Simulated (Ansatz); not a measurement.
```xyz
13

Si   -0.8545    0.6295    0.2152
H     0.0261   -3.0020    0.5848
H    -1.8671   -0.4557    0.3496
H    -1.5881    1.9274    0.2312
C     0.3669    0.5616    1.6382
H     0.4463   -2.8183   -0.0041
Si    0.2182    0.4137   -1.8543
H     0.9024   -0.3901    1.6445
H     1.1018    1.3654    1.5559
H    -0.1493    0.6691    2.5947
H     1.2028    1.5149   -2.0464
H     0.9565   -0.8776   -1.9364
H    -0.7622    0.4621   -2.9729
```

The product side of a reaction path; geometry: PBE0-D4/def2-TZVP.

The calculation used RKS PBE0-D4/def2-TZVPP in Ansatz 0.2.0.

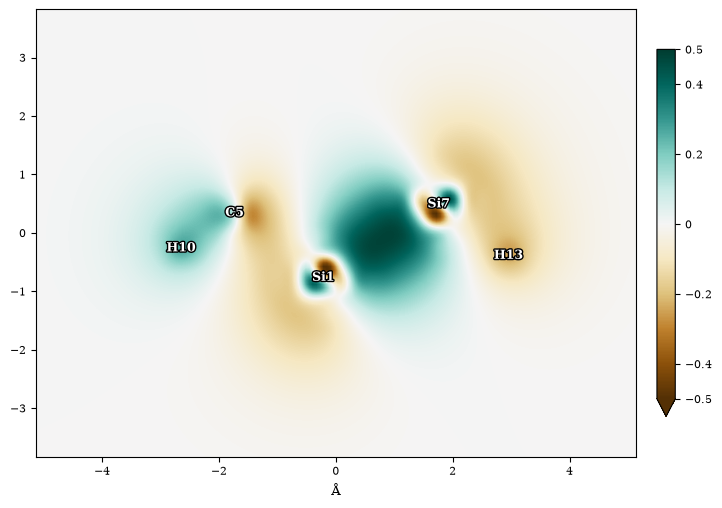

CH8Si2···H2. The HOMO on the plane of atoms Si1, Si7 and H13 (values in Å⁻³ᐟ²; the overall sign is arbitrary).

> What is the character of this orbital?

It lies mainly on Si7 (about 35 %) and Si1 (about 35 %). Its energy is −8.03 eV.
